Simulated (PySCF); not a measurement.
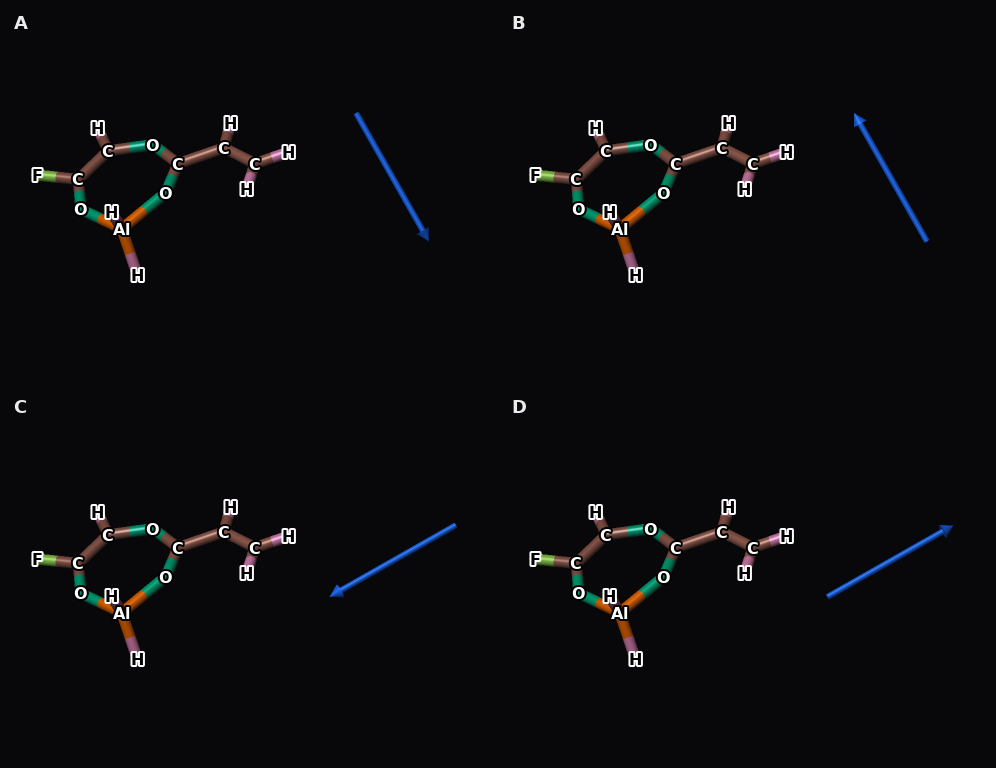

The same molecule four times, each with an arrow. Computed geometry: GFN2-xTB optimisation. No frequency run is at hand to confirm it as a minimum. Method: PBE0/pcSseg-1, gas phase (PySCF 2.14.0).

> Which arrow points along the dipole moment, from the negative to the positive end?

D. The dipole moment is 5.59 D.

The geometry is semi-empirical. Around Al such bond lengths and angles can be off by a tenth of an ångström or more and by several degrees, and values that hang on the shape move with them.
